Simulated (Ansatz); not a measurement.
**C₂FLiMg (SMILES [Li][C]#[C][Mg][F]): density, localisation and related maps**

```xyz
5

C     0.0000    0.0000   -1.5313
C     0.0000    0.0000   -0.2739
F     0.0000    0.0000    3.5056
Li    0.0000    0.0000   -3.4250
Mg    0.0000    0.0000    1.7246
```

Geometry: PBE-D3(BJ)/def2-SVP.

Computed with Ansatz 0.2.0, isolated molecule in a Gaussian basis; Kohn-Sham density functional theory, functional PBE0.

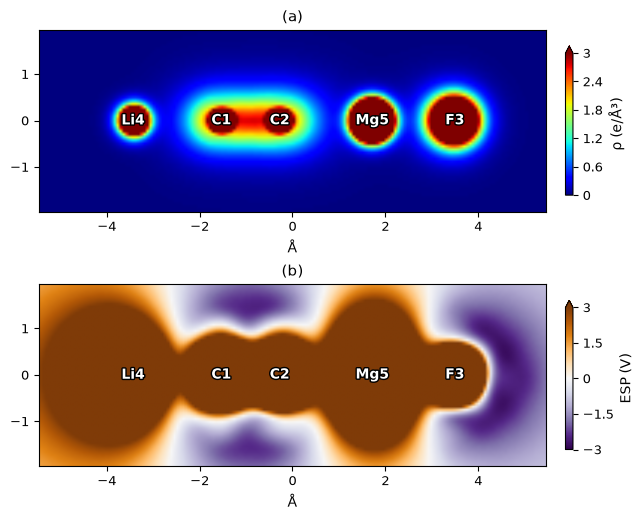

Figure 1. (a) electron density; (b) molecular electrostatic potential on a plane that holds the molecular axis.

Question: Describe what can be read from this map.

Answer:
- The section cuts through C, F, Li and Mg sites.
- C–C (1.26 Å): the density is about 2.8 e/Å³ at the midpoint.
- Mg–F (1.78 Å): the density is about 0.58 e/Å³ at the midpoint.
- C–Li (1.89 Å): ρ is about 0.56 e/Å³ halfway.
- C–Mg (2.00 Å): the density is about 0.53 e/Å³ at the midpoint.
- Outside the dense part of the molecule the potential is most negative (−2.8 V) near F3.

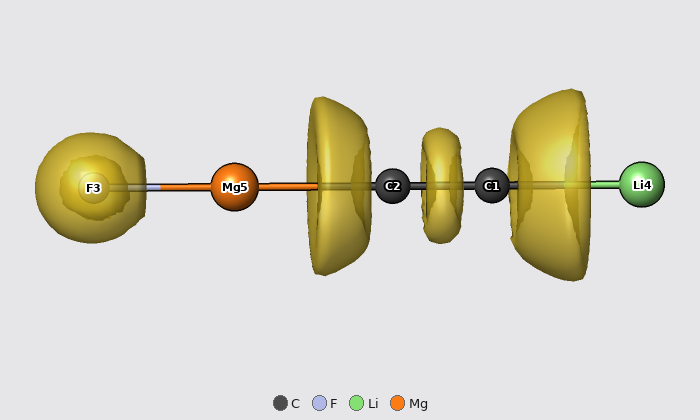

Figure 2. Isosurface of the ELF at 0.8 (yellow), seen from one side. Core shells and regions of very low density are left out.

Question: Identify the bonds, lone pairs and shells in this picture.

Answer: The ELF exceeds this value in one region between bonded C–C atoms (shared pairs), one lobe of the valence shell of C pointing towards Li, one lobe of the valence shell of C pointing towards Mg and one region wrapped around F (its valence shell). Along the contacts the grid gives the following. C–C (1.26 Å): the ELF peaks at about 0.85 between the atoms; a short, multiple covalent bond. Mg–F (1.78 Å): the ELF peaks at about 0.85 in the valence shell of F, 0.6 Å from its nucleus, and is about 0.20 at the midpoint; a largely ionic contact.

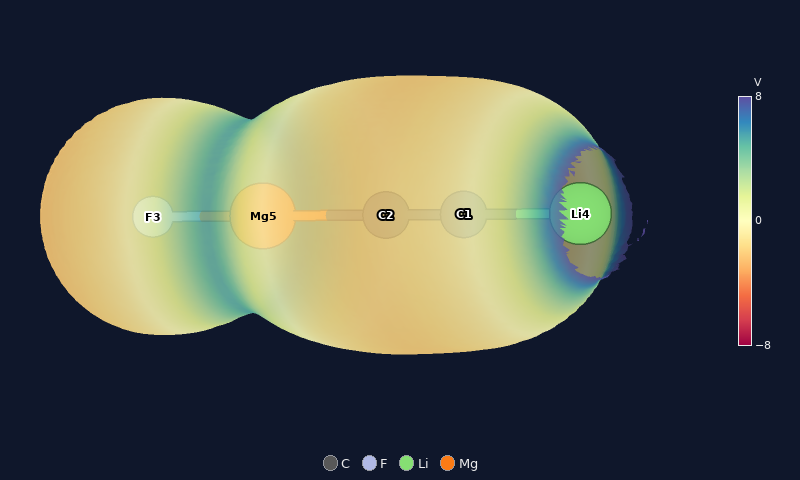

Figure 3. The molecular electrostatic potential painted on the density surface at 0.002 e/bohr³, seen at a tilt; red is negative and blue positive.

Question: Where is the surface potential most negative and most positive?

Answer: The most negative region (about −2.4 V, or −55 kcal/mol for a unit charge) lies over F3, the most positive (about +7.6 V, or +175 kcal/mol for a unit charge) over Li4.

Question: How polar is the molecule by this calculation?

Answer: Its dipole moment is 8.44 D.
